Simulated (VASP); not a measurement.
Band structure of HfS₂. Method: PBE GGA, VASP's PBE PAW potentials (set 64) (plane waves; VASP).

The cell holds a wide vacuum, so values per volume refer to the whole cell. Unless said otherwise, spin-orbit coupling is left out, though it shifts the bands of the heavy elements here.

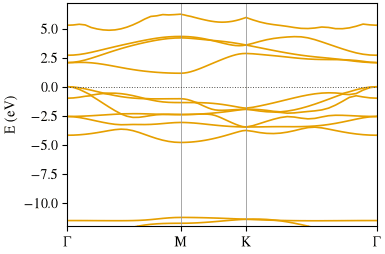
Bands along high-symmetry lines, zero at the valence-band maximum or, without a gap, the Fermi level

Question: Read the plot: is there a gap, and where are the band edges?

Answer: The gap is indirect, 1.16 eV, from the valence maximum at Γ to the conduction minimum at M.

The cell is a sheet with vacuum, built from a generated structure.
